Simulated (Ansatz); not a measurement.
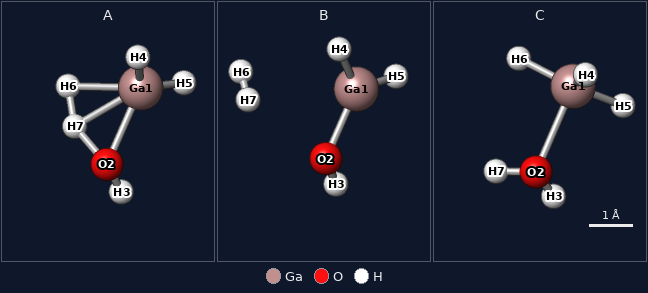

3 geometries from a converged minimum-energy path of GaH5O, made up at the start of GaH3O and H₂, shuffled. Style: ball-and-stick. Shown at a tilt.

Method: RKS B3LYP-D4/def2-SVP in Ansatz 0.2.0. Set-up: 5 movable images; climbing image; force threshold 0.05 eV/Å; iteration limit 60; starting path through a guess of the saddle point.

One of them is the converged climbing image. Which?

Answer. A. In order along the path, whose images run from 0 to 6: B (image 0, 0.00 eV), A (image 3, +0.88 eV), C (image 6, −0.15 eV). Breaking: H6–H7 (0.76 → 1.00 at the top → 2.78 Å). Forming: Ga1–H6 (3.17 → 1.87 at the top → 1.59 Å), O2–H7 (2.68 → 1.32 at the top → 0.97 Å).

Limits of the set-up: the start holds two separate molecules, 2.7 Å apart at their closest, whose relative position is a soft coordinate.
